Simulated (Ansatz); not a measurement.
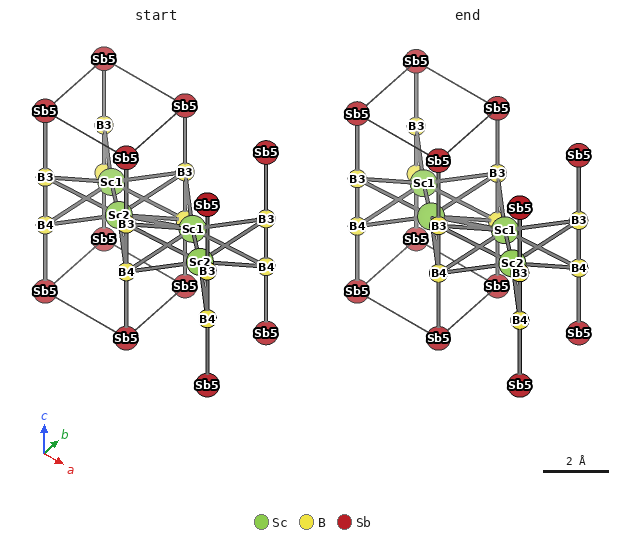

The structure of solid Sc2B2Sb (a generated structure, set up in P6/mmm) before (left) and after (right) a relaxation, at one scale.

The picture is a ball-and-stick view of the cell of the calculation, repeated 2 × 1 × 1 with one cell outlined, seen from a free direction.

Theory: DFT PBE, scalar-relativistic, plane waves, PAW in Ansatz 0.2.0.

Input file:
```yaml
crystal:
  lattice:
    - [4.3468864467, 0.0, 0.0]
    - [-2.1734432233, 3.7645140902, 0.0]
    - [0.0, 0.0, 6.1199998367]
  atoms:
    - { symbol: Sc, position: [0.3333333333, 0.6666666667, 0.5] }
    - { symbol: Sc, position: [0.6666666667, 0.3333333333, 0.5] }
    - { symbol: B, position: [0.0, 0.0, 0.6322387348] }
    - { symbol: B, position: [0.0, 0.0, 0.3677612652] }
    - { symbol: Sb, position: [0.0, 0.0, 0.0] }
basis:
  ecutwfc: 420
kpoints:
  mp_grid: { grid: [12, 12, 6] }
hamiltonian:
  xc: pbe
scf:
  occupations: { method: gaussian, width: 0.1 }
output:
  forces: true
  stress: true
  eigenvalues: true
relax:
  adjacent_minimum: "off"
  f_tol: 0.01
  max_steps: 80
  cell: { stress_tol: 0.05 }
```

Launched with:
```bash
ansatz run input.yaml --threads 1 --pin off --max-ram 2560MiB --backend cpu --events-out ev --progress --plain --runs-dir out
```

**Summarise the run.**

The largest moves relative to the cell, 0.010 Å, are those of B3 and B4. B3 goes along +c. Sc and Sb stay in place. Cell: a = b 4.347 → 4.360 Å (+0.3 %), c 6.120 → 6.028 Å (−1.5 %). Volume −0.9 %. Some distances before and after: B3–Sb5 2.251 → 2.207 Å, Sc1–Sc2 2.510 → 2.517 Å, Sc1–B3 2.637 → 2.643 Å, B3–B4 1.619 → 1.614 Å. The space group stays P6/mmm (No. 191). Over 4 accepted moves (6 points after the start) the energy falls by 2.6 meV per atom. The largest force component goes from 0.17 to 0.0012 eV/Å. Pressure: −0.56 GPa at the start and 0.00 GPa at the end. The line search rejected the trial step at point 3 of the run. At 1 point the geometry stayed and the basis and grid were re-selected for the new cell (energy shift of 0.1 meV per atom at most each time).
